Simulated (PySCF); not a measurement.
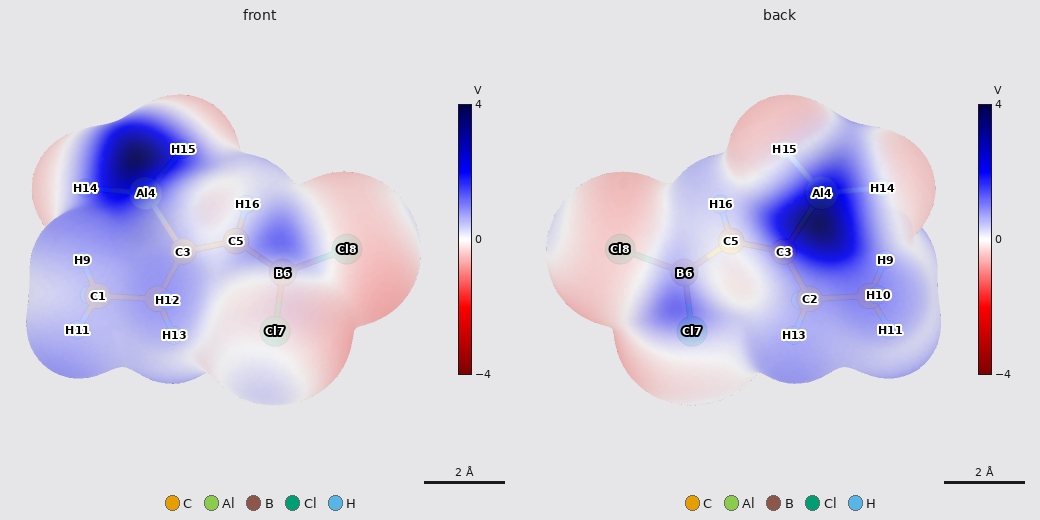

The picture shows: C4H8AlBCl2. The molecular electrostatic potential painted on the density surface at 0.002 e/bohr³, seen from the front and from behind; red is negative and blue positive.

Geometry: GFN2-xTB.

These are results of wB97X-D/def2-SVPD, SCF density, gas phase in PySCF, not measurements.

```xyz
16

C    -1.3976   -1.5762   -0.5742
C     0.0089   -0.9882   -0.6000
C     0.0200    0.2897    0.1759
Al   -1.5555    1.1161    1.1070
C     1.1010    1.0873    0.3603
B     2.5517    0.9411   -0.1344
Cl    3.0986   -0.3969   -1.0778
Cl    3.7178    2.1598    0.2549
H    -1.7014   -1.7607    0.4590
H    -2.1033   -0.8636   -1.0082
H    -1.4525   -2.5094   -1.1296
H     0.7261   -1.6929   -0.1699
H     0.3266   -0.8023   -1.6296
H    -3.0008    0.5673    1.1690
H    -1.2408    2.4534    1.8258
H     0.8938    1.9845    0.9603
```

Where is the surface potential most negative and most positive?

Answer. The most negative region (about −0.6 V, or −14 kcal/mol for a unit charge) lies over Cl7 and Cl8, the most positive (about +3.7 V, or +85 kcal/mol for a unit charge) over Al4. Cl7 shows a σ-hole: about +0.3 V at the tip opposite its bond, against about −0.2 V on its flanks. Cl8 shows a σ-hole: about +0.2 V at the tip opposite its bond, against about −0.4 V, or −9 kcal/mol for a unit charge on its flanks.
